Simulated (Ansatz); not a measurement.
# A computed series for SnSe2: response to strain

Take SnSe2 in the CdI2 type structure (space group P-3m1, No. 164; a = 3.7936 Å, c = 5.7438 Å; layered, stacked along the Cartesian z axis) as the base. Axes: x lies along a and z along c of the hexagonal cell.

Strains are applied to the cell and any free atomic positions relax.

The values are results of PBEsol-D3(BJ) (Ansatz, a quantum-chemistry and plane-wave program, PAW, no SOC), not measurements.

Notes on the quantities. pressure: mean of the normal stresses, compression positive.

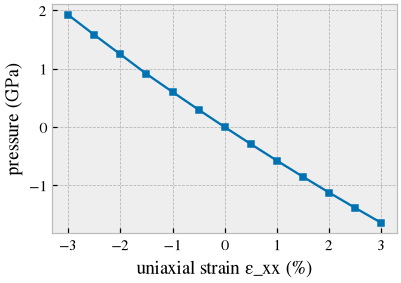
Figure. Pressure against uniaxial strain ε_xx

**Question.** From the plot, what is the pressure for uniaxial strain ε_xx = +2.50 %?

**Answer.** About -1.4 GPa.

**Question.** Is the trend monotonic over the range shown?

**Answer.** Yes, it falls throughout, spanning -1.6 GPa to 1.9 GPa.

The mesh was chosen for an insulator and is coarse for the gapless case. Stability against distortions was not tested. The final runs are not spin-polarised.
